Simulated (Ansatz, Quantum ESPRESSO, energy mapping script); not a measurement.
# CoO: energy mapping under PBE+U (3.5 eV), QE, GBRV

Wanted: the magnetic order of CoO, its couplings and an estimate of its ordering temperature, by PBE+U (3.5 eV), QE, GBRV.

Program: Quantum ESPRESSO 7.5. Level of theory: PBE with U = 3.5 eV on Co d, ortho-atomic projectors; plane waves, U on orthogonalised atomic orbitals unless named otherwise, collinear spin, no spin–orbit coupling. Results are calculated unless marked as measured.

### 1. Starting point

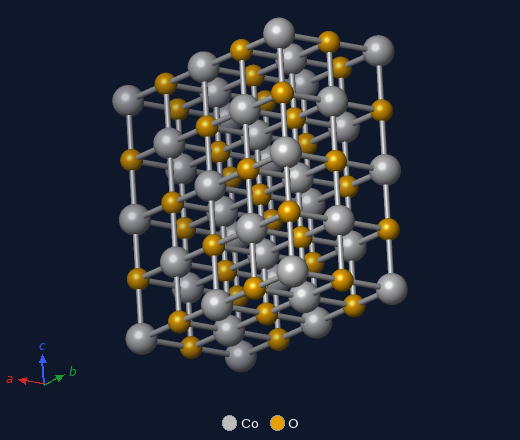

Start, viewed from a free direction; cobalt light grey, oxygen orange. 1×2×2 cells are drawn. This picture shows the conventional cell, with its axes. Some periodic images of atoms are drawn too.

A Hubbard U penalises fractional filling of the shell. It raises the cost of virtual hops to the neighbours, so couplings that rest on such hops usually weaken. These runs use Quantum ESPRESSO.

### 2. Which atoms carry moments

One run in the crystal's own cell, under PBE with U = 2.8 eV on Co d, ortho-atomic projectors, Quantum ESPRESSO with GBRV potentials, shows which elements keep a moment. Transition or f elements with 0.3 μB or more enter the spin model; moments induced on other atoms do not.

Input file pw.in:

```
&control
  calculation = 'scf'
  prefix = 'pw'
  outdir = './tmp/'
  pseudo_dir = './pseudo/'
  verbosity = 'low'
/
&system
  ibrav = 0
  nat = 2
  ntyp = 2
  ecutwfc = 45
  ecutrho = 360
  nbnd = 21
  occupations = 'smearing'
  smearing = 'fd'
  degauss = 0.00367493
  nspin = 2
  starting_magnetization(1) = 0.1765
/
&electrons
  conv_thr = 5.0e-09
  electron_maxstep = 120
  mixing_beta = 0.3
  mixing_mode = 'plain'
/
ATOMIC_SPECIES
  Co 58.9332 Co.upf
  O 15.9990 O.upf
CELL_PARAMETERS angstrom
  0.00000000 2.13150000 2.13150000
  2.13150000 0.00000000 2.13150000
  2.13150000 2.13150000 0.00000000
ATOMIC_POSITIONS crystal
  Co 0.00000000 0.00000000 0.00000000
  O 0.50000000 0.50000000 0.50000000
K_POINTS automatic
  10 10 10 0 0 0
HUBBARD {ortho-atomic}
U Co-3d 2.8
```

On the command line:

```
$ OMP_NUM_THREADS=1 mpirun -n 4 pw.x -nk 4 -in pw.in > pw.out
```

Log:

```text
Program PWSCF v.7.5 starts
[...]
unit-cell volume          =     130.7021 (a.u.)^3
     number of atoms/cell      =            2
[...]
number of electrons       =        23.00
     number of Kohn-Sham states=           21
     kinetic-energy cutoff     =      45.0000  Ry
     charge density cutoff     =     360.0000  Ry
     scf convergence threshold =      5.0E-09
[...]
Exchange-correlation= SLA  PW   PBE  PBE
[...]
Hubbard projectors: ortho-atomic
     Hubbard parameters of DFT+U (Dudarev formulation) in eV:
[...]
atomic species   magnetization
[...]
48 Sym. Ops., with inversion, found
[...]
number of k points=    47  Fermi-Dirac smearing, width (Ry)=  0.0037
[...]
Number of occupied Hubbard levels =    7.0000
     Atomic wfc used for Hubbard projectors are orthogonalized
[...]
iteration #  1     ecut=    45.00 Ry     beta= 0.30
[...]
Number of occupied Hubbard levels =    5.5487
     total energy              =    -328.77100587 Ry
     estimated scf accuracy    <       6.17395486 Ry
     total magnetization       =     3.66 Bohr mag/cell
     absolute magnetization    =     3.73 Bohr mag/cell
     iteration #  2     ecut=    45.00 Ry     beta= 0.30
[...]
total energy              =    -329.67639835 Ry
     estimated scf accuracy    <       5.88998336 Ry
     total magnetization       =     0.82 Bohr mag/cell
     absolute magnetization    =     0.86 Bohr mag/cell
     iteration #  3     ecut=    45.00 Ry     beta= 0.30
[...]
total energy              =    -330.59033654 Ry
     estimated scf accuracy    <       0.23229241 Ry
     total magnetization       =     3.03 Bohr mag/cell
     absolute magnetization    =     3.05 Bohr mag/cell
[...]
total energy              =    -330.61849156 Ry
[...]
iteration # 12     ecut=    45.00 Ry     beta= 0.30
[...]
total energy              =    -330.61849157 Ry
     estimated scf accuracy    <       0.00000028 Ry
     total magnetization       =     2.99 Bohr mag/cell
     absolute magnetization    =     3.02 Bohr mag/cell
     iteration # 13     ecut=    45.00 Ry     beta= 0.30
[...]
Magnetic moment per site  (integrated on atomic sphere of radius R)
     atom   1 (R=0.292)  charge= 14.5965  magn=  2.6037
     atom   2 (R=0.292)  charge=  5.7856  magn=  0.2887
     End of self-consistent calculation
     =================== HUBBARD OCCUPATIONS ===================
[...]
k = 0.2121 0.2121-0.2121 (   652 PWs)   bands (ev):
[...]
k =-0.3536-0.3536 0.3536 (   652 PWs)   bands (ev):
[...]
k = 0.1414-0.0000 0.0000 (   665 PWs)   bands (ev):
[...]
k =-0.2828-0.4243 0.4243 (   662 PWs)   bands (ev):
[...]
k =-0.2121-0.3536 0.3536 (   665 PWs)   bands (ev):
[...]
k = 0.0000-0.1414 0.1414 (   660 PWs)   bands (ev):
[...]
k = 0.2828-0.0000 0.0000 (   665 PWs)   bands (ev):
[...]
k =-0.7071 0.0000 0.0000 (   652 PWs)   bands (ev):
[...]
k = 0.2828 0.1414 0.0000 (   662 PWs)   bands (ev):
[...]
[... cut ...]
[...]
k =-0.7071 0.1414 0.0000 (   670 PWs)   bands (ev):
[...]
k =-0.7071 0.2828 0.0000 (   674 PWs)   bands (ev):
[...]
------ SPIN DOWN ----------
          k = 0.0000 0.0000 0.0000 (   645 PWs)   bands (ev):
[...]
k =-0.7071 0.0000 0.0000 (   652 PWs)   bands (ev):
[...]
k = 0.2828 0.1414 0.0000 (   662 PWs)   bands (ev):
[...]
k = 0.3536 0.2121-0.0707 (   661 PWs)   bands (ev):
[...]
k = 0.4243 0.1414-0.0000 (   662 PWs)   bands (ev):
[...]
k = 0.0000-0.2828 0.4243 (   665 PWs)   bands (ev):
[...]
k = 0.0000-0.4243 0.5657 (   670 PWs)   bands (ev):
[...]
k =-0.7071 0.1414 0.0000 (   670 PWs)   bands (ev):
[...]
k =-0.1414-0.4243 0.7071 (   668 PWs)   bands (ev):
[...]
k =-0.0707-0.3536 0.6364 (   676 PWs)   bands (ev):
[...]
27.5198  34.9023  35.3309  43.3890  43.8975
          k =-0.7071 0.2828 0.0000 (   674 PWs)   bands (ev):
   -80.0306 -43.4289 -43.4215 -43.4134  -4.4004   7.8285   8.4441   8.9853
    12.6318  13.1733  13.4068  15.5495  16.1257  22.3213  24.0310  24.4651
    27.3685  33.6601  36.7622  43.0618  44.3868
     the Fermi energy is    13.3244 ev
!    total energy              =    -330.61849163 Ry
     estimated scf accuracy    <          3.9E-09 Ry
     smearing contrib. (-TS)   =      -0.00255747 Ry
     internal energy E=F+TS    =    -330.61593416 Ry
     The total energy is F=E-TS. E is the sum of the following terms:
     one-electron contribution =    -182.91961258 Ry
     hartree contribution      =     104.80659466 Ry
     xc contribution           =     -40.03425643 Ry
     ewald contribution        =    -212.56286172 Ry
     Hubbard energy            =       0.09420192 Ry
     total magnetization       =     2.99 Bohr mag/cell
     absolute magnetization    =     3.02 Bohr mag/cell
     convergence has been achieved in  13 iterations
=------------------------------------------------------------------------------=
   JOB DONE.
=------------------------------------------------------------------------------=
```

Elapsed: 6.2 s, on 4 MPI ranks of Arm Neoverse V2, shared host; peak memory 0.29 GiB; 25 s of CPU time.

Spin moment in the sphere by atom:

```csv
atom,spin moment in the sphere (μB)
Co1,2.60
O2,0.29
```

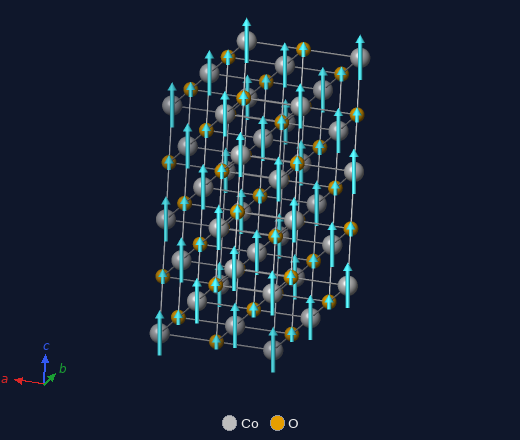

Spin moment in the sphere as arrows, the longest 2.60 μB. Up and down stand for the sign. Arrows give size and sign along the axis of quantisation, drawn up and down the page. Each arrow also spans its atom, so small moments look longer than they are. 1×2×2 conventional cells are drawn. Some periodic images of atoms are drawn too.

The run ends ferromagnetic; Co carries the moments.

### 3. Order 1: parallel, cell A of 4 atoms

The parallel order is the zero of energy for this cell and mesh.

The potential files are GBRV's for PBE; pw.x takes the functional from them.

Input file pw.in:

```
&control
  calculation = 'scf'
  prefix = 'pw'
  outdir = './tmp/'
  pseudo_dir = './pseudo/'
  verbosity = 'low'
/
&system
  ibrav = 0
  nat = 4
  ntyp = 2
  ecutwfc = 45
  ecutrho = 360
  nbnd = 38
  occupations = 'smearing'
  smearing = 'fd'
  degauss = 0.00367493
  nspin = 2
  starting_magnetization(1) = 0.1765
/
&electrons
  conv_thr = 1.0e-08
  electron_maxstep = 120
  mixing_beta = 0.3
  mixing_mode = 'plain'
/
ATOMIC_SPECIES
  Co 58.9332 Co.upf
  O 15.9990 O.upf
CELL_PARAMETERS angstrom
  0.00000000 -2.13150000 -2.13150000
  0.00000000 2.13150000 -2.13150000
  4.26300000 0.00000000 0.00000000
ATOMIC_POSITIONS crystal
  Co 0.50000000 0.50000000 0.50000000
  Co 0.00000000 0.00000000 0.00000000
  O 0.50000000 0.50000000 0.00000000
  O 0.00000000 0.00000000 0.50000000
K_POINTS automatic
  11 11 8 0 0 0
HUBBARD {ortho-atomic}
U Co-3d 3.5
```

Log:

```text
[banner, memory and clock lines left out]
Program PWSCF v.7.5 starts
[...]
unit-cell volume          =     261.4042 (a.u.)^3
     number of atoms/cell      =            4
[...]
number of electrons       =        46.00
     number of Kohn-Sham states=           38
     kinetic-energy cutoff     =      45.0000  Ry
     charge density cutoff     =     360.0000  Ry
     scf convergence threshold =      1.0E-08
[...]
Exchange-correlation= SLA  PW   PBE  PBE
[...]
Hubbard projectors: ortho-atomic
     Hubbard parameters of DFT+U (Dudarev formulation) in eV:
[...]
atomic species   magnetization
[...]
16 Sym. Ops., with inversion, found
[...]
number of k points=   105  Fermi-Dirac smearing, width (Ry)=  0.0037
[...]
Number of occupied Hubbard levels =   14.0000
     Atomic wfc used for Hubbard projectors are orthogonalized
[...]
iteration #  1     ecut=    45.00 Ry     beta= 0.30
[...]
Number of occupied Hubbard levels =   11.1379
     total energy              =    -657.61701259 Ry
     estimated scf accuracy    <      12.08097374 Ry
     total magnetization       =     7.38 Bohr mag/cell
     absolute magnetization    =     7.54 Bohr mag/cell
     iteration #  2     ecut=    45.00 Ry     beta= 0.30
[...]
total energy              =    -659.51755863 Ry
     estimated scf accuracy    <      10.15064235 Ry
     total magnetization       =     2.04 Bohr mag/cell
     absolute magnetization    =     2.12 Bohr mag/cell
     iteration #  3     ecut=    45.00 Ry     beta= 0.30
[...]
total energy              =    -661.12481850 Ry
     estimated scf accuracy    <       0.41568173 Ry
     total magnetization       =     6.04 Bohr mag/cell
     absolute magnetization    =     6.09 Bohr mag/cell
     iteration #  4     ecut=    45.00 Ry     beta= 0.30
[...]
total energy              =    -661.16232342 Ry
     estimated scf accuracy    <       0.11125192 Ry
     total magnetization       =     6.00 Bohr mag/cell
     absolute magnetization    =     6.04 Bohr mag/cell
     iteration #  5     ecut=    45.00 Ry     beta= 0.30
[...]
total energy              =    -661.19128151 Ry
     estimated scf accuracy    <       0.21224775 Ry
     total magnetization       =     5.56 Bohr mag/cell
     absolute magnetization    =     5.59 Bohr mag/cell
     iteration #  6     ecut=    45.00 Ry     beta= 0.30
[...]
total energy              =    -661.18366917 Ry
     estimated scf accuracy    <       0.34099383 Ry
     total magnetization       =     5.57 Bohr mag/cell
     absolute magnetization    =     5.61 Bohr mag/cell
     iteration #  7     ecut=    45.00 Ry     beta= 0.30
[...]
total energy              =    -661.18914102 Ry
     estimated scf accuracy    <       0.01190224 Ry
     total magnetization       =     5.76 Bohr mag/cell
     absolute magnetization    =     5.80 Bohr mag/cell
     iteration #  8     ecut=    45.00 Ry     beta= 0.30
[...]
total energy              =    -661.18954232 Ry
     estimated scf accuracy    <       0.00306671 Ry
     total magnetization       =     5.94 Bohr mag/cell
     absolute magnetization    =     5.98 Bohr mag/cell
     iteration #  9     ecut=    45.00 Ry     beta= 0.30
[...]
total energy              =    -661.19000018 Ry
     estimated scf accuracy    <       0.00052805 Ry
     total magnetization       =     5.94 Bohr mag/cell
     absolute magnetization    =     5.98 Bohr mag/cell
     iteration # 10     ecut=    45.00 Ry     beta= 0.30
[...]
total energy              =    -661.19022543 Ry
     estimated scf accuracy    <       0.00042978 Ry
     total magnetization       =     5.95 Bohr mag/cell
     absolute magnetization    =     5.99 Bohr mag/cell
[...]
total energy              =    -661.19039872 Ry
[...]
iteration # 27     ecut=    45.00 Ry     beta= 0.30
[...]
total energy              =    -661.19039872 Ry
     estimated scf accuracy    <       0.00000015 Ry
     total magnetization       =     5.99 Bohr mag/cell
     absolute magnetization    =     6.04 Bohr mag/cell
     iteration # 28     ecut=    45.00 Ry     beta= 0.30
[...]
total energy              =    -661.19039871 Ry
     estimated scf accuracy    <       0.00000016 Ry
     total magnetization       =     5.99 Bohr mag/cell
     absolute magnetization    =     6.04 Bohr mag/cell
     iteration # 29     ecut=    45.00 Ry     beta= 0.30
[...]
total energy              =    -661.19039872 Ry
     estimated scf accuracy    <       0.00000011 Ry
     total magnetization       =     5.99 Bohr mag/cell
     absolute magnetization    =     6.04 Bohr mag/cell
     iteration # 30     ecut=    45.00 Ry     beta= 0.30
[...]
total energy              =    -661.19039871 Ry
     estimated scf accuracy    <       0.00000013 Ry
     total magnetization       =     5.99 Bohr mag/cell
     absolute magnetization    =     6.04 Bohr mag/cell
     iteration # 31     ecut=    45.00 Ry     beta= 0.30
[...]
Magnetic moment per site  (integrated on atomic sphere of radius R)
     atom   1 (R=0.292)  charge= 14.5955  magn=  2.6118
     atom   2 (R=0.292)  charge= 14.5956  magn=  2.6117
     atom   3 (R=0.292)  charge=  5.7896  magn=  0.2785
     atom   4 (R=0.292)  charge=  5.7896  magn=  0.2785
     End of self-consistent calculation
     =================== HUBBARD OCCUPATIONS ===================
     ------------------------ ATOM    1 ------------------------
     Tr[ns(  1)] (up, down, total) =   4.97587  2.30819  7.28406
     Atomic magnetic moment for atom   1 =   2.66768
     SPIN  1
     eigenvalues:
       0.995  0.995  0.995  0.995  0.995
     eigenvectors (columns):
      -0.000  0.000 -0.000 -0.866 -0.500
      -0.258  0.966 -0.000  0.000  0.000
      -0.000  0.000  1.000 -0.000  0.000
       0.000 -0.000 -0.000 -0.500  0.866
       0.966  0.258  0.000  0.000 -0.000
     occupation matrix ns (before diag.):
       0.995 -0.000 -0.000 -0.000  0.000
      -0.000  0.995 -0.000  0.000  0.000
      -0.000 -0.000  0.995  0.000  0.000
      -0.000  0.000  0.000  0.995 -0.000
[...]
SPIN  2
     eigenvalues:
[...]
eigenvectors (columns):
[...]
occupation matrix ns (before diag.):
[...]
------------------------ ATOM    2 ------------------------
     Tr[ns(  2)] (up, down, total) =   4.97587  2.30826  7.28413
     Atomic magnetic moment for atom   2 =   2.66761
     SPIN  1
     eigenvalues:
[...]
eigenvectors (columns):
[...]
occupation matrix ns (before diag.):
[...]
SPIN  2
     eigenvalues:
[...]
eigenvectors (columns):
[...]
occupation matrix ns (before diag.):
       0.128 -0.000 -0.000  0.000  0.000
      -0.000  0.684 -0.000  0.000  0.000
      -0.000 -0.000  0.684  0.000  0.000
       0.000  0.000  0.000  0.128 -0.000
       0.000  0.000  0.000 -0.000  0.684
     Number of occupied Hubbard levels =   14.5682
     Number of k-points >= 100: set verbosity='high' to print the bands.
     the Fermi energy is    13.1917 ev
!    total energy              =    -661.19039872 Ry
     estimated scf accuracy    <          8.7E-09 Ry
     smearing contrib. (-TS)   =      -0.00525550 Ry
     internal energy E=F+TS    =    -661.18514321 Ry
     The total energy is F=E-TS. E is the sum of the following terms:
     one-electron contribution =    -365.82001104 Ry
     hartree contribution      =     209.60582822 Ry
     xc contribution           =     -80.07565043 Ry
     ewald contribution        =    -425.12572344 Ry
     Hubbard energy            =       0.23041348 Ry
     total magnetization       =     5.99 Bohr mag/cell
     absolute magnetization    =     6.04 Bohr mag/cell
     convergence has been achieved in  31 iterations
```

Wall time 81 s (4 MPI ranks); peak memory 0.55 GiB.

Spin moment in the sphere by atom:

```csv
atom,spin moment in the sphere (μB)
Co1,2.61
Co2,2.61
O3,0.28
O4,0.28
```

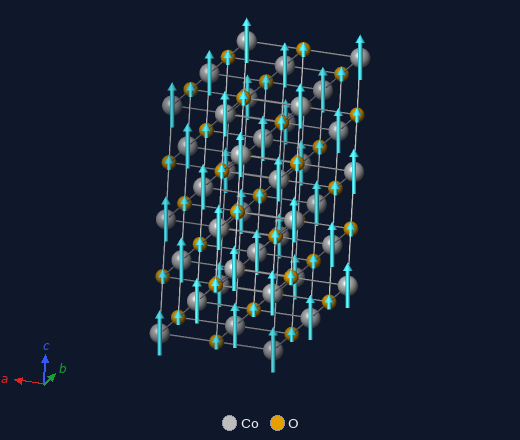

Spin moment in the sphere as arrows, the longest 2.61 μB. Up and down stand for the sign. Arrows give size and sign along the axis of quantisation, drawn up and down the page. Each arrow also spans its atom, so small moments look longer than they are. 1×2×2 conventional cells are drawn. Some periodic images of atoms are drawn too.

The run ends ferromagnetic.

[end of part 1 of 3]

[Logs and program files are shortened in this print: banners, set-up blocks, solver, clock and traceback lines can be left out without a mark of their own.]

[Logs are printed without paths, hosts, clocks, repeated set-up lines and the standing remarks that a program may print on its own settings, such as how far it seeks lower states.]

[Hosts, paths, dates, database ids (printed as entryN), source tags and the programs' standing remarks are cut or masked in the printed files.]

[Where a cell is said to come from a database of computed structures, the database is the Materials Project.]
